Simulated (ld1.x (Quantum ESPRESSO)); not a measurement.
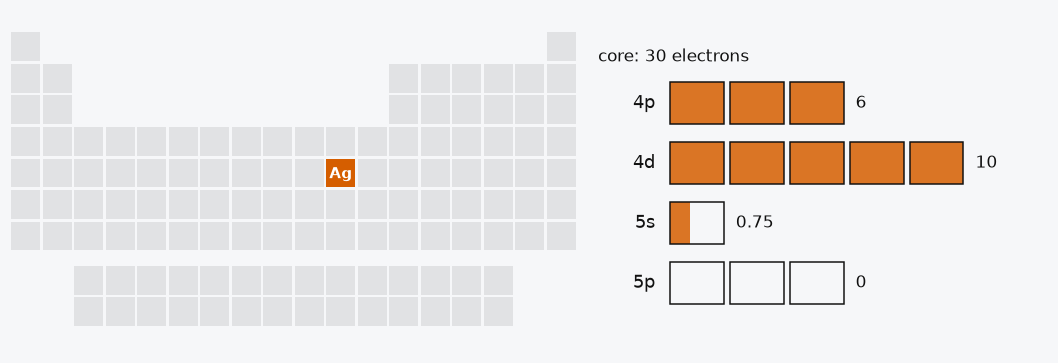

**Figure 1.** Left, the place of silver in the periodic table; right, the valence shells of the reference configuration: a box for each of the 2l + 1 orbitals, shaded by the share of the shell that is filled, with the electron count at the right. The shells are those of the unaltered input.

## Pseudopotential generation for Ag

System: silver (Ag, Z = 47), core [Ar] 3d10 4s2, reference valence 4p6 4d10 5s0.75 5p0 (an ion of charge +0.25), valence charge 17. (This line and the method describe the unaltered input from which the odd one was made.)
Method: TM potential, PBEsol, scalar-relativistic, made with ld1.x (Quantum ESPRESSO) 7.5.

## The input
```
 &input
   title='Ag', zed=47., rel=1, dft='PBESOL', iswitch=3,
   config='[Kr] 4d10 5s0.75 5p0',
   nld=3, rlderiv=2.05, eminld=-6.0, emaxld=5.0, deld=0.02
 /
 &inputp
   pseudotype=2, tm=.true., lloc=0,
   nlcc=.false.,
   file_pseudopw='Ag.UPF', file_wfcaegen='ae.wfc', file_wfcncgen='nc.wfc', file_beta='beta', file_chi='chi'
 /
3
4P  2  1   6.00   0.00  1.10  1.10  0.0
4D  3  2  10.00   0.00  1.35  1.35  0.0
5S  1  0   0.75   0.00  5.50  5.50  0.0
 &test
   configts(1)='4p6 4d10 5s0.75 5p0'
 /
```

Command:
```bash
ld1.x < Ag.in > Ag.out
```

## Log
```
     Program LD1 v.7.5
     --------------------------- All-electron run ----------------------------

     Ag
     scalar relativistic calculation

     atomic number is 47.00
     dft =PBESOL   lsd =0 sic =0 latt =0  beta=0.20 tr2=1.0E-14
     Exchange-correlation= PBESOL
                           (   1   4  10   8   0   0   0)
     mesh =1237 r(mesh) =  99.46963 a.u. xmin = -7.00 dx = 0.01250
     1 Ry =  13.60569312 eV, c = 137.03599908

     n l     nl                  e(Ry)          e(Ha)          e(eV)
     1 0     1S 1( 2.00)     -1860.8539      -930.4270    -25318.2071
     2 0     2S 1( 2.00)      -274.1192      -137.0596     -3729.5817
     2 1     2P 1( 6.00)      -245.9360      -122.9680     -3346.1297
     3 0     3S 1( 2.00)       -50.3486       -25.1743      -685.0271
     3 1     3P 1( 6.00)       -41.0935       -20.5467      -559.1050
     4 0     4S 1( 2.00)        -7.1208        -3.5604       -96.8836
     4 1     4P 1( 6.00)        -4.4420        -2.2210       -60.4371
     3 2     3D 1(10.00)       -26.4874       -13.2437      -360.3801
     4 2     4D 1(10.00)        -0.6887        -0.3443        -9.3696
     5 0     5S 1( 0.75)        -0.4432        -0.2216        -6.0294
     5 1     5P 1( 0.00)        -0.1399        -0.0700        -1.9036

     final scf error:  7.9E-15 reached in  26 iterations

     Etot =  -10626.914183 Ry,   -5313.457092 Ha, -144586.533220 eV

     Ekin =   11039.474269 Ry,    5519.737134 Ha,  150199.699139 eV
     Encl =  -25686.609435 Ry,  -12843.304717 Ha, -349484.125340 eV
     Eh   =    4313.190359 Ry,    2156.595180 Ha,   58683.944409 eV
     Exc  =    -292.969376 Ry,    -146.484688 Ha,   -3986.051428 eV

     normalization and overlap integrals

     s(1S/1S) =  1.000000  <r> =   0.0311  <r2> =    0.0013  r(max) =   0.0202
     s(2S/2S) =  1.000000  <r> =   0.1350  <r2> =    0.0215  r(max) =   0.1136
     s(2P/2P) =  1.000000  <r> =   0.1177  <r2> =    0.0169  r(max) =   0.0907
     s(3S/3S) =  1.000000  <r> =   0.3688  <r2> =    0.1556  r(max) =   0.3328
     s(3P/3P) =  1.000000  <r> =   0.3678  <r2> =    0.1571  r(max) =   0.3246
     s(4S/4S) =  1.000000  <r> =   0.9120  <r2> =    0.9433  r(max) =   0.8186
     s(4P/4P) =  1.000000  <r> =   1.0012  <r2> =    1.1508  r(max) =   0.8714
     s(3D/3D) =  1.000000  <r> =   0.3459  <r2> =    0.1426  r(max) =   0.2725
     s(4D/4D) =  1.000000  <r> =   1.4111  <r2> =    2.4709  r(max) =   1.0381
     s(5S/5S) =  1.000000  <r> =   3.0355  <r2> =   10.6751  r(max) =   2.4592
     s(5P/5P) =  1.000000  <r> =   4.6204  <r2> =   25.4936  r(max) =   3.4898

     ------------------------ End of All-electron run ------------------------

     --------------------- Generating NC pseudopotential ---------------------

      Generating local pot.: lloc=0, matching radius rcloc =   5.5000

      Wfc   4P  rcut= 1.105  Using Troullier-Martins method

      Wfc   4D  rcut= 1.350  Using Troullier-Martins method

       Warning: n=2, l=1 expected 0 nodes, found 1
       Setting wfc to zero for this iteration
       (This warning will only be printed once per wavefunction)

     ------------------- End of pseudopotential generation -------------------

     --------------------------- All-electron run ----------------------------

     Ag
     scalar relativistic calculation

     atomic number is 47.00
     dft =PBESOL   lsd =0 sic =0 latt =0  beta=0.20 tr2=1.0E-14
     Exchange-correlation= PBESOL
                           (   1   4  10   8   0   0   0)
     mesh =1237 r(mesh) =  99.46963 a.u. xmin = -7.00 dx = 0.01250
     1 Ry =  13.60569312 eV, c = 137.03599908

     n l     nl                  e(Ry)          e(Ha)          e(eV)
     1 0     1S 1( 2.00)     -1860.8539      -930.4270    -25318.2071
     2 0     2S 1( 2.00)      -274.1192      -137.0596     -3729.5817
     2 1     2P 1( 6.00)      -245.9360      -122.9680     -3346.1297
     3 0     3S 1( 2.00)       -50.3486       -25.1743      -685.0271
     3 1     3P 1( 6.00)       -41.0935       -20.5467      -559.1050
     4 0     4S 1( 2.00)        -7.1208        -3.5604       -96.8836
     4 1     4P 1( 6.00)        -4.4420        -2.2210       -60.4371
     3 2     3D 1(10.00)       -26.4874       -13.2437      -360.3801
     4 2     4D 1(10.00)        -0.6887        -0.3443        -9.3696
     5 0     5S 1( 0.75)        -0.4432        -0.2216        -6.0294
     5 1     5P 1( 0.00)        -0.1399        -0.0700        -1.9036

     final scf error:  7.9E-15 reached in  26 iterations

     Etot =  -10626.914183 Ry,   -5313.457092 Ha, -144586.533220 eV

     Ekin =   11039.474269 Ry,    5519.737134 Ha,  150199.699139 eV
     Encl =  -25686.609435 Ry,  -12843.304717 Ha, -349484.125340 eV
     Eh   =    4313.190359 Ry,    2156.595180 Ha,   58683.944409 eV
     Exc  =    -292.969376 Ry,    -146.484688 Ha,   -3986.051428 eV

     normalization and overlap integrals

     s(1S/1S) =  1.000000  <r> =   0.0311  <r2> =    0.0013  r(max) =   0.0202
     s(2S/2S) =  1.000000  <r> =   0.1350  <r2> =    0.0215  r(max) =   0.1136
     s(2P/2P) =  1.000000  <r> =   0.1177  <r2> =    0.0169  r(max) =   0.0907
     s(3S/3S) =  1.000000  <r> =   0.3688  <r2> =    0.1556  r(max) =   0.3328
     s(3P/3P) =  1.000000  <r> =   0.3678  <r2> =    0.1571  r(max) =   0.3246
     s(4S/4S) =  1.000000  <r> =   0.9120  <r2> =    0.9433  r(max) =   0.8186
     s(4P/4P) =  1.000000  <r> =   1.0012  <r2> =    1.1508  r(max) =   0.8714
     s(3D/3D) =  1.000000  <r> =   0.3459  <r2> =    0.1426  r(max) =   0.2725
     s(4D/4D) =  1.000000  <r> =   1.4111  <r2> =    2.4709  r(max) =   1.0381
     s(5S/5S) =  1.000000  <r> =   3.0355  <r2> =   10.6751  r(max) =   2.4592
     s(5P/5P) =  1.000000  <r> =   4.6204  <r2> =   25.4936  r(max) =   3.4898

     ------------------------ End of All-electron run ------------------------

     Computing logarithmic derivative in   2.05160

       Warning: n=3, l=2 expected 0 nodes, found 1
       Setting wfc to zero for this iteration
       (This warning will only be printed once per wavefunction)

     Message from routine run_pseudo:
     Warning: convergence not achieved
     Computing logarithmic derivative in   2.05160
     Computing the partial wave expansion
       no projector for channel:   0

     ---------------------- Testing the pseudopotential ----------------------

     Ag
     scalar relativistic calculation

     atomic number is 47.00   valence charge is 17.00
     dft =PBESOL   lsd =0 sic =0 latt =0  beta=0.20 tr2=1.0E-14
     mesh =1237 r(mesh) =  99.46963 xmin = -7.00 dx = 0.01250

     n l     nl             e AE (Ry)        e PS (Ry)    De AE-PS (Ry)
     2 1     4P   1( 6.00)       -4.44204       -4.44212        0.00008
     3 2     4D   1(10.00)       -0.68866       -0.68866        0.00000
     1 0     5S   1( 0.75)       -0.44315       -0.44315       -0.00000
     3 1     5P   1( 0.00)       -0.13991       -0.10701       -0.03290  !

     eps = 9.6E-12  iter =201

     Etot =  -10626.914183 Ry,   -5313.457092 Ha, -144586.533220 eV
     Etotps =  -222.583371 Ry,    -111.291686 Ha,   -3028.401043 eV

     Ekin =     100.739619 Ry,      50.369810 Ha,    1370.632347 eV
     Encl =    -375.598123 Ry,    -187.799062 Ha,   -5110.272804 eV
     Ehrt =     195.811783 Ry,      97.905891 Ha,    2664.155029 eV
     Ecxc =     -23.014684 Ry,     -11.507342 Ha,    -313.130733 eV
     Epseu=    -120.521966 Ry,     -60.260983 Ha,   -1639.784882 eV

     ---------------------- End of pseudopotential test ----------------------
```

## Outcome

```tsv
quantity	value
outcome	generated; ld1.x warns of wrong node counts
hardware	1 CPU thread, shared host
wall time	1.2 s
```

## What is odd here

One thing in this input was made odd on purpose: radius of 5S set to 5.50 bohr. The program ran to the end. The all-electron atom is untouched: its total energy equals that from the unaltered input (−10626.9142 Ry). The pseudo-atom's total energy moves by −0.79 Ry, so the potential, or the configuration in which it is tested, is another one. The pseudo-atom meets the occupied all-electron levels that the test lists within 0.00008 Ry. No test for ghost states or cutoffs was run on this potential, so its soundness isn't shown. ld1.x warns that it found 1 node in place of 0 for 4p and 1 node in place of 0 for 4d. It picks states by counting nodes, so it can end on another state than the one meant. In the reference test the levels of these shells still match within 0.00008 Ry. Warnings of the program, in the generation or the tests: convergence not achieved.
